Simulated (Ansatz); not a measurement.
# Does disorder add resistance in series? V(100) layers displaced at 500 K

Two lengths of the disordered region are known. What area resistance does the third give?

**Method.** Ansatz 0.2.0, plane waves with PAW datasets at their recommended cutoffs (420 eV for most), Fermi-Dirac smearing; ballistic transmission by layer matching. The area resistance is RA = A (h/2e²)(1/T − 1/N), with T the zone-mean transmission per spin and N the lead's channels, both averaged over a few energies near the Fermi level; for magnets each spin is taken apart, with h/e², and the two conduct in parallel. Lateral cell 2x2, PBE, a fresh random draw for each length. Atoms are displaced independently, by 0.100 Å r.m.s. per direction; each RA is scaled by the nominal over the drawn mean square displacement.

Results; the value marked ? is to be predicted:

```
length (Å)  channels N  RA (fΩ m²)
      6.05       9.984       0.356
      12.1       9.901       0.531
      18.2       9.901           ?
```

**Estimate by hand.**

Ohm's law makes RA linear in the length: the slope is (0.531 − 0.356)/(12.1 − 6.05) = 0.0289 fΩ m² per Å, or 29 µΩ cm. Then 0.531 + 0.0289 × 6.05. Predicted: 0.705 fΩ m².

What the run gave:

0.748 fΩ m², so the prediction is 5.7 % too low. The three lengths together give 32 µΩ cm. The two increments are 0.17 and 0.22 fΩ m², roughly as Ohm's law has it, though with one draw for each length that is a weak test.

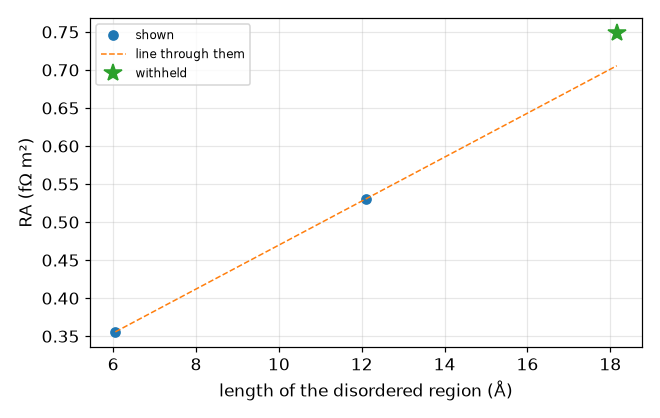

Area resistance against length.

Caveats: The scatterers repeat sideways with the small cell. The slope is a raw one; a model of isotropic scattering puts it 1.02 times the bulk value over these lengths.

[Logs are printed without paths, hosts, clocks, repeated set-up lines and the standing remarks that a program may print on its own settings, such as how far it seeks lower states.]
